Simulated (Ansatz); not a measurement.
```xyz
4

P    -0.0046    0.0045    0.5874
F     1.3698   -0.0297   -0.1848
F    -0.6581    1.1976   -0.2101
F    -0.7071   -1.1724   -0.1925
```

Geometry: r2SCAN-D4/def2-TZVP.

Computed with RKS PBE0-D4/def2-TZVP (Ansatz).

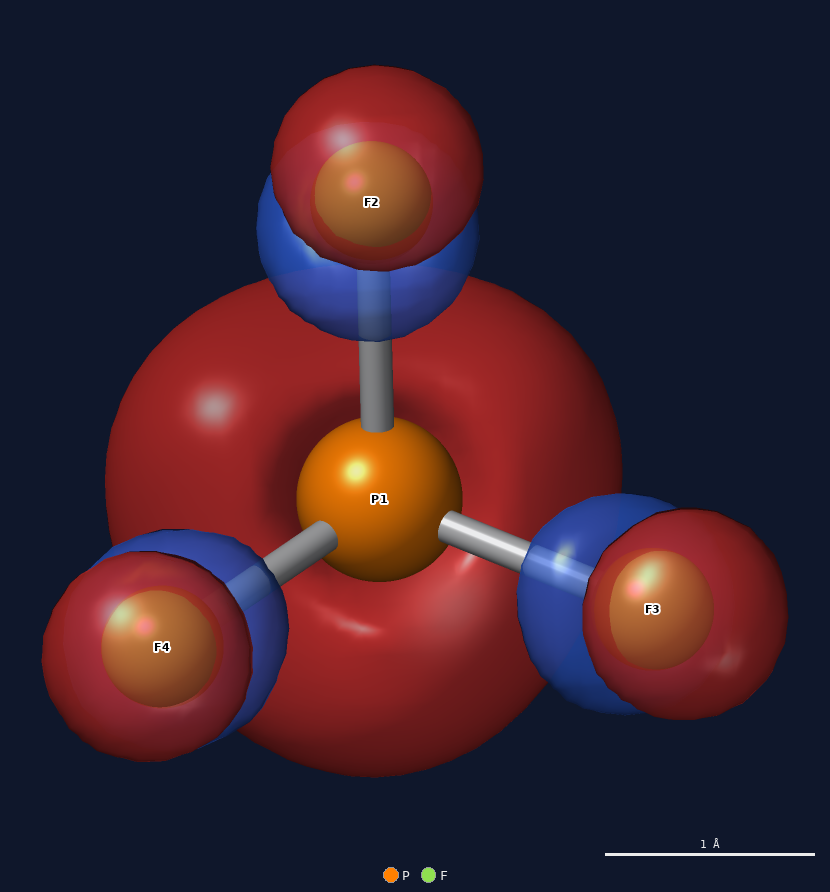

PF3. The HOMO at ±0.15 Å⁻³ᐟ² (red and blue are the two phases), seen across its widest extent.

### Where does this orbital lie, and at what energy?

Its weight (Hirshfeld) is mainly on P1 (about 65 %), F2 (about 10 %), F3 (about 10 %) and F4 (about 10 %); largely a lone pair of P1. Its energy is −9.21 eV.
